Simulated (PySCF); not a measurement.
# C4H7B: electronic excitations and core binding energies

What electronic excitations and core binding energies should C4H7B (`C#CBCC`) show?

The runs use PySCF 2.14.0, with density-fitted response routines of our own; the level of theory stands in each step. All values are computed, except where a source is named. Atoms are numbered from 0 throughout.

## 1. The molecule as given

12 atoms, charge 0, multiplicity 1; geometry from: GFN2-xTB.

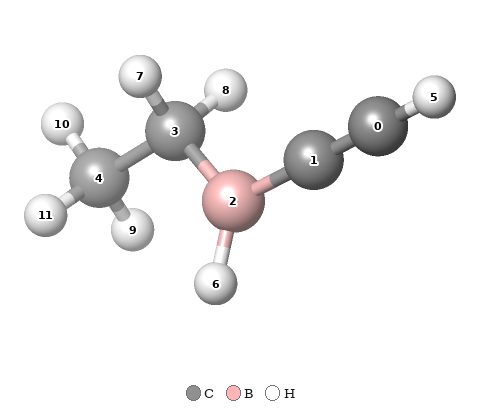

The starting geometry (carbon grey, boron pink, hydrogen white), atoms numbered; sticks join atoms by distance.

## 2. Ultraviolet spectrum: CAM-B3LYP/def2-SVPD

Job settings and geometry (Å):

```
{"job": {"kind": "uv", "xc": "CAM-B3LYP", "basis": "def2-SVPD", "nstates": 8, "ntriplets": 3}, "charge": 0, "multiplicity": 1}
C      3.004401     0.791816    -0.711664
C      2.003967     0.310682    -0.240138
B      0.750103    -0.285206     0.336565
C     -0.641452     0.205480    -0.223539
C     -1.879899    -0.503240     0.325385
H      3.878643     1.210756    -1.120461
H      0.832756    -1.088744     1.185767
H     -0.731108     1.279120    -0.022330
H     -0.642200     0.128711    -1.315913
H     -1.846088    -1.565595     0.093730
H     -2.790461    -0.090467    -0.107187
H     -1.937461    -0.393999     1.406146
```

With the program's defaults for keys left out, this is: TDDFT CAM-B3LYP/def2-SVPD, vertical, gas phase, core orbitals frozen in the response.

Started as:

```
OMP_NUM_THREADS=1 python probes_run.py task.json out
```

The driver reads the jobs from task.json and runs them one after another.

Output:

```text
coarse grid: 9776 points
cycle   1  E = -181.1014930664  dE =  4.378e-01  |g| = 3.419e-01  |ddm| = 1.070e+01
cycle   2  E = -181.1123707528  dE = -1.088e-02  |g| = 3.014e-01  |ddm| = 1.559e+00
cycle   3  E = -181.1341705563  dE = -2.180e-02  |g| = 8.698e-02  |ddm| = 5.616e-01
cycle   4  E = -181.1358261202  dE = -1.656e-03  |g| = 3.464e-02  |ddm| = 1.854e-01
cycle   5  E = -181.1361366763  dE = -3.106e-04  |g| = 4.524e-03  |ddm| = 1.012e-01
cycle   6  E = -181.1361426554  dE = -5.979e-06  |g| = 1.329e-03  |ddm| = 1.457e-02
final grid: 93648 points
cycle   7  E = -181.1757658727  dE = -2.842e-05  |g| = 3.476e-03  |ddm| = 1.064e-01
cycle   8  E = -181.1757665574  dE = -6.847e-07  |g| = 3.161e-03  |ddm| = 1.695e-02
cycle   9  E = -181.1757691118  dE = -2.554e-06  |g| = 1.538e-04  |ddm| = 4.118e-03
cycle  10  E = -181.1757691224  dE = -1.062e-08  |g| = 1.020e-04  |ddm| = 6.395e-04
cycle  11  E = -181.1757691257  dE = -3.301e-09  |g| = 4.284e-05  |ddm| = 2.007e-04
cycle  12  E = -181.1757691264  dE = -6.867e-10  |g| = 1.929e-05  |ddm| = 8.252e-05
converged SCF energy = -181.1757691264

Static polarisability (au): isotropic 61.532, principal 45.996 52.494 86.106

Singlet excitations
state   eV       nm        f      main configurations
  1   4.2332    292.9   0.00002   H->L 0.97
  2   5.6893    217.9   0.08433   H-1->L 0.80, H->L+3 0.12
  3   6.0497    204.9   0.00003   H-2->L 0.86
  4   6.6309    187.0   0.00284   H-3->L 0.62, H-4->L 0.28
  5   7.2456    171.1   0.00009   H-1->L+3 0.75, H-1->L+4 0.09
  6   7.4389    166.7   0.06061   H-4->L 0.62, H-3->L 0.29
  7   7.6599    161.9   0.05547   H->L+1 0.83, H->L+2 0.11
  8   7.9994    155.0   0.00288   H-5->L 0.72

Triplet excitations (Tamm-Dancoff, eV): 3.9129 4.2138 5.5488
```

It took 28 s on 1 thread of Arm Neoverse N1, shared host; peak memory 0.66 GiB.

The orbitals next to the gap, with their largest atomic shares:

```tsv
orbital	eV	atoms
HOMO−3	-11.26	C4 27 %, C3 24 %, B2 12 %
HOMO−2	-10.77	C3 24 %, C4 16 %, B2 14 %
HOMO−1	-9.97	C1 42 %, C0 39 %, B2 7 %
HOMO	-9.24	C0 36 %, C1 31 %, B2 11 %
LUMO	-0.81	B2 37 %, C1 19 %, C0 19 %
LUMO+1	1.19	B2 47 %, C0 12 %, C4 8 %
LUMO+2	1.86	C0 34 %, C4 18 %, H5 14 %
```

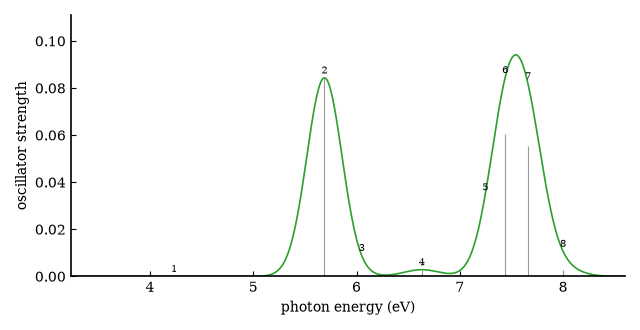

Absorption spectrum from the 8 singlet states computed; above the last one it falls off for lack of states. Lines are broadened to a width of 0.40 eV (Gaussian).

Further results of this job:

```tsv
property	computed
dipole moment (D)	0.70
polarisability (Å³)	9.12
HOMO–LUMO gap (eV)	8.43
−ε(HOMO) (eV)	9.24
```

## 3. Core-electron binding energies: SCAN, X2C

The job, as its differences from that of step 2:

```diff
@@ -1,2 +1,2 @@
-{"job": {"kind": "uv", "xc": "CAM-B3LYP", "basis": "def2-SVPD", "nstates": 8, "ntriplets": 3}, "charge": 0, "multiplicity": 1}
+{"job": {"kind": "xps"}, "charge": 0, "multiplicity": 1}
 C      3.004401     0.791816    -0.711664
```

Level: delta-SCF UKS SCAN, pcX-2 on the ionised atom, pcseg-1 elsewhere, spin-free X2C.

Output:

```text
ground state, core basis on atom 0 (C), 136 functions
  cycle   1  E = -181.28131087  |g| = 5.49e-01
  cycle   2  E = -181.20629780  |g| = 7.35e-01
  cycle   3  E = -181.34368817  |g| = 2.79e-01
  cycle   4  E = -181.36484387  |g| = 4.62e-02
  cycle   5  E = -181.36540592  |g| = 1.16e-02
  cycle   6  E = -181.36543853  |g| = 4.40e-03
  cycle   7  E = -181.36544279  |g| = 1.35e-03
  cycle   8  E = -181.36544464  |g| = 3.76e-04
  E(ground) = -181.37305832 Eh
hole in C 1s of atom 0
  cycle   1  E = -170.11052829  |g| = 1.50e+00
  cycle   2  E = -166.71241937  |g| = 2.53e+00
  cycle   3  E = -170.36055258  |g| = 7.16e-01
  cycle   4  E = -170.49559175  |g| = 6.33e-01
  cycle   5  E = -170.64641630  |g| = 2.91e-01
  cycle   6  E = -170.68614106  |g| = 5.63e-02
  cycle   7  E = -170.68825144  |g| = 1.67e-02
  cycle   8  E = -170.68866423  |g| = 1.07e-02
  cycle   9  E = -170.68884801  |g| = 7.44e-03
  cycle  10  E = -170.68899294  |g| = 3.57e-03
  cycle  11  E = -170.68902697  |g| = 1.81e-03
  cycle  12  E = -170.68903000  |g| = 7.65e-04
  cycle  13  E = -170.68903094  |g| = 1.76e-04
  E(ion) = -170.69546282 Eh   <S^2> = 0.8529   hole on atom = 1.000   binding energy = 290.552 eV
ground state, core basis on atom 1 (C), 136 functions
  cycle   1  E = -181.36526281  |g| = 6.66e-02
  cycle   2  E = -181.36277510  |g| = 1.02e-01
  cycle   3  E = -181.36499854  |g| = 4.65e-02
  cycle   4  E = -181.36559935  |g| = 6.10e-03
  cycle   5  E = -181.36561016  |g| = 8.60e-04
  cycle   6  E = -181.36561064  |g| = 2.16e-04
  E(ground) = -181.37339560 Eh
hole in C 1s of atom 1
  cycle   1  E = -170.13176329  |g| = 1.50e+00
  cycle   2  E = -166.66636313  |g| = 2.72e+00
  cycle   3  E = -170.29549085  |g| = 7.66e-01
  cycle   4  E = -170.35482056  |g| = 8.28e-01
  cycle   5  E = -170.66943184  |g| = 2.26e-01
  cycle   6  E = -170.69244340  |g| = 7.35e-02
  cycle   7  E = -170.69593694  |g| = 1.42e-02
  cycle   8  E = -170.69630803  |g| = 8.88e-03
  cycle   9  E = -170.69656212  |g| = 6.73e-03
  cycle  10  E = -170.69668873  |g| = 4.74e-03
  cycle  11  E = -170.69673993  |g| = 1.60e-03
  cycle  12  E = -170.69674446  |g| = 9.14e-04
  cycle  13  E = -170.69674640  |g| = 5.54e-04
  cycle  14  E = -170.69674678  |g| = 2.38e-04
  E(ion) = -170.70275690 Eh   <S^2> = 0.8503   hole on atom = 1.000   binding energy = 290.363 eV
ground state, core basis on atom 2 (B), 136 functions
  cycle   1  E = -181.35380770  |g| = 5.30e-02
  cycle   2  E = -181.35221731  |g| = 8.08e-02
  cycle   3  E = -181.35364817  |g| = 3.90e-02
  cycle   4  E = -181.35406729  |g| = 6.77e-03
  cycle   5  E = -181.35407994  |g| = 9.92e-04
  cycle   6  E = -181.35408049  |g| = 1.88e-04
  E(ground) = -181.36168877 Eh
hole in B 1s of atom 2
  cycle   1  E = -173.73897824  |g| = 1.16e+00
  cycle   2  E = -172.28052510  |g| = 1.85e+00
  cycle   3  E = -173.88634249  |g| = 6.38e-01
  cycle   4  E = -174.04595500  |g| = 4.06e-01
  cycle   5  E = -174.13836529  |g| = 1.60e-01
  cycle   6  E = -174.15171809  |g| = 4.04e-02
  cycle   7  E = -174.15268045  |g| = 2.41e-02
  cycle   8  E = -174.15315341  |g| = 8.51e-03
  cycle   9  E = -174.15326505  |g| = 4.46e-03
  cycle  10  E = -174.15332517  |g| = 3.51e-03
  cycle  11  E = -174.15335283  |g| = 1.68e-03
  cycle  12  E = -174.15335900  |g| = 9.50e-04
  cycle  13  E = -174.15336051  |g| = 5.86e-04
  cycle  14  E = -174.15336190  |g| = 2.91e-04
  E(ion) = -174.16156788 Eh   <S^2> = 0.8578   hole on atom = 1.000   binding energy = 195.925 eV
ground state, core basis on atom 3 (C), 136 functions
  cycle   1  E = -181.36098768  |g| = 5.73e-02
  cycle   2  E = -181.36087471  |g| = 2.48e-02
  cycle   3  E = -181.36051550  |g| = 4.29e-02
  cycle   4  E = -181.36102167  |g| = 1.12e-02
  cycle   5  E = -181.36105279  |g| = 7.24e-04
  cycle   6  E = -181.36105364  |g| = 1.76e-04
  E(ground) = -181.36791260 Eh
hole in C 1s of atom 3
  cycle   1  E = -170.13505716  |g| = 1.51e+00
  cycle   2  E = -169.37270852  |g| = 1.85e+00
  cycle   3  E = -170.54692691  |g| = 5.34e-01
  cycle   4  E = -170.50794858  |g| = 5.53e-01
  cycle   5  E = -170.69846575  |g| = 8.53e-02
  cycle   6  E = -170.70195432  |g| = 2.94e-02
  cycle   7  E = -170.70242203  |g| = 8.93e-03
  cycle   8  E = -170.70247458  |g| = 2.46e-03
  cycle   9  E = -170.70247965  |g| = 1.21e-03
  cycle  10  E = -170.70248039  |g| = 5.85e-04
  cycle  11  E = -170.70248043  |g| = 1.99e-04
  E(ion) = -170.70768284 Eh   <S^2> = 0.7677   hole on atom = 1.000   binding energy = 290.080 eV
ground state, core basis on atom 4 (C), 136 functions
  cycle   1  E = -181.36135397  |g| = 5.80e-02
  cycle   2  E = -181.36128815  |g| = 2.42e-02
  cycle   3  E = -181.36127335  |g| = 2.49e-02
  cycle   4  E = -181.36139420  |g| = 1.19e-02
  cycle   5  E = -181.36143453  |g| = 3.10e-04
  cycle   6  E = -181.36143415  |g| = 8.35e-05
  E(ground) = -181.36783820 Eh
hole in C 1s of atom 4
  cycle   1  E = -170.13360064  |g| = 1.50e+00
  cycle   2  E = -169.56584199  |g| = 1.74e+00
  cycle   3  E = -170.63536720  |g| = 3.44e-01
  cycle   4  E = -170.60968400  |g| = 3.54e-01
  cycle   5  E = -170.68581382  |g| = 8.53e-02
  cycle   6  E = -170.68951725  |g| = 2.41e-02
  cycle   7  E = -170.68982063  |g| = 7.91e-03
  cycle   8  E = -170.68986207  |g| = 2.66e-03
  cycle   9  E = -170.68986819  |g| = 1.13e-03
  cycle  10  E = -170.68986842  |g| = 6.10e-04
  cycle  11  E = -170.68986855  |g| = 2.07e-04
  E(ion) = -170.69548875 Eh   <S^2> = 0.7680   hole on atom = 1.000   binding energy = 290.409 eV
```

It took 71 s on 1 thread of Arm Neoverse N1, shared host; peak memory 0.46 GiB.

Binding energies by hole, beside the orbital energy of the ground state; the difference holds orbital relaxation and, for a density functional, its self-interaction error:

```tsv
hole	stands for	environment	ΔSCF (eV)	−ε (eV)	⟨S²⟩
C1s on C0	C0	terminal alkyne carbon	290.55 (doubtful)	273.9	0.853
C1s on C1	C1	alkyne carbon	290.36 (doubtful)	273.3	0.850
B1s on B2	B2	boron bonded to 2 C, H	195.93 (doubtful)	180.3	0.858
C1s on C3	C3	sp3 CH2 bonded to B	290.08	273.1	0.768
C1s on C4	C4	methyl carbon	290.41	273.2	0.768
```

Doubtful: the ion did not converge, its hole moved, or its ⟨S²⟩ is well above 0.75.

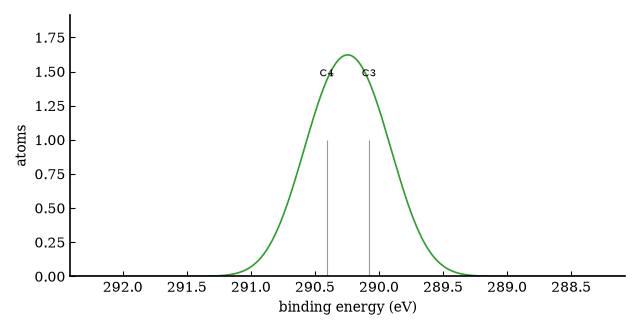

The C1s photoelectron lines, weighted by the number of atoms. Only 2 of the 4 C atoms are covered by sound results. Lines are broadened to a width of 0.60 eV (Gaussian).

## 4. What came out

| quantity | value |
| --- | --- |
| lowest singlet (CAM-B3LYP/def2-SVPD) | 4.23 eV (293 nm), f = 0.000 |
| brightest single state of those computed | state 2, 5.69 eV, f = 0.084 |
| lowest triplet | 3.91 eV |
| C1s binding energies, SCAN/pcX-2 (standing for 2 of 4 atoms) | C4 290.41, C3 290.08 eV |

**Reading.** The lowest singlet, at 4.23 eV, is HOMO→LUMO 0.97 and is dark; of the 8 states computed, the strongest absorption comes from state 2 at 5.69 eV. The lowest triplet lies 0.32 eV below the lowest singlet (triplets in Tamm-Dancoff, singlets in full TDDFT). The C1s levels kept as sound span 0.33 eV, from C3 (sp3 CH2 bonded to B) up to C4 (methyl carbon). Only 2 of the 4 C atoms are covered by sound results.
